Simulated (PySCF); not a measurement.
## Electronic structure of BH₉O₄Si₃ in real space

```csv
atom,x (Å),y (Å),z (Å)
O,2.3673,-0.2476,1.8763
B,1.5145,-0.3288,0.8234
O,0.9121,-1.5296,0.5443
Si,-0.0764,-2.1818,-0.6246
O,1.3044,0.7979,0.0908
Si,0.4336,1.6484,-1.0204
O,-1.1595,1.6823,-0.5962
Si,-2.3340,1.0796,0.4066
H,2.4496,-1.0993,2.3161
H,0.7541,-2.8468,-1.6688
H,-0.9079,-1.1202,-1.2685
H,-0.9657,-3.1780,0.0323
H,0.9523,3.0376,-1.0320
H,0.5678,1.0038,-2.3557
H,-1.7456,0.0596,1.3296
H,-2.9176,2.1898,1.2123
H,-3.4050,0.4393,-0.4096
```

Geometry: PBE0-D3(BJ)/def2-SVP.

The calculation used PBE0/pcSseg-1, SCF density, gas phase, non-relativistic in PySCF.

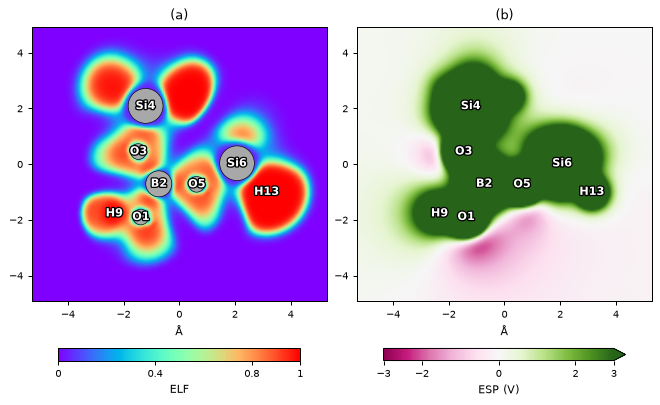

Figure 1. (a) electron localisation function; (b) molecular electrostatic potential on the plane of atoms B2, O1 and H9. Grey discs cover the atomic cores in the ELF map.

> Describe what can be read from this map.

Atoms in the plane: O, B, Si and H.
B–O (1.36 Å): the ELF peaks at about 0.90 between the atoms (a short, strongly polar bond).
Si–O (1.65 Å): the ELF peaks at about 0.85 between the atoms (a polar covalent bond).
O–H (0.96 Å): the ELF climbs to about 1 towards the hydrogen, as it does in any bond to H: a covalent bond by its length.
Si–H (1.48 Å): the ELF climbs to about 1 towards the hydrogen.
The ELF also peaks beside O1 and O3, away from the bonds: lone-pair regions.
Outside the dense part of the molecule the potential is most negative (−2.0 V) near O1.

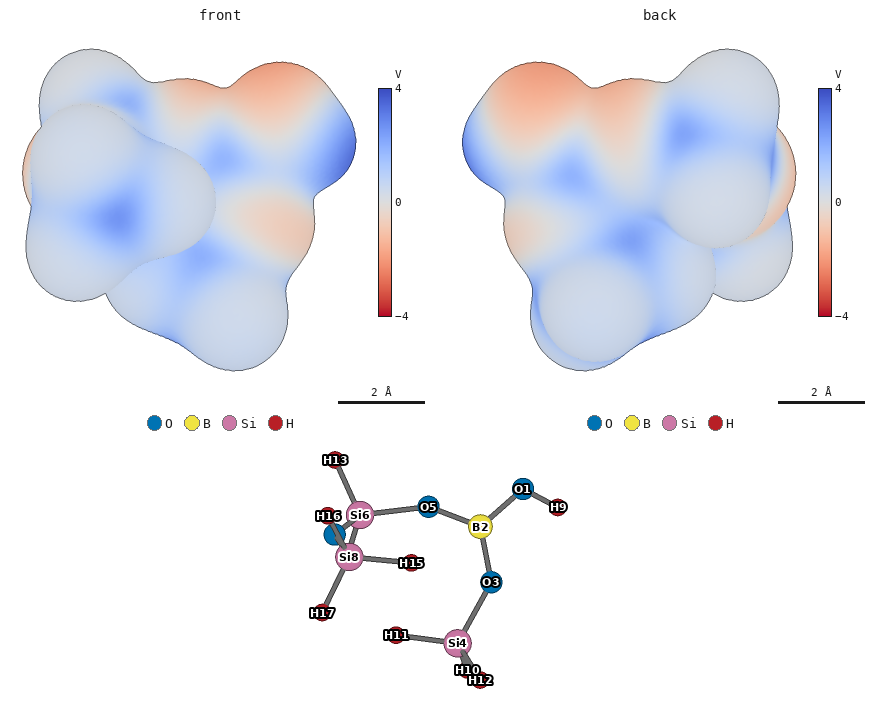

Figure 2. The electrostatic potential painted on the density surface at 0.004 e/bohr³, seen from the front and from behind; red is negative and blue positive. The bare structure is drawn below in the same view.

> Where is the surface potential most negative and most positive?

The most negative region (about −1.8 V) lies over O1, the most positive (about +3.0 V) over H9. O1 is the likeliest acceptor of a hydrogen bond.

> What dipole moment does the calculation give?

Its dipole moment is 1.94 D.
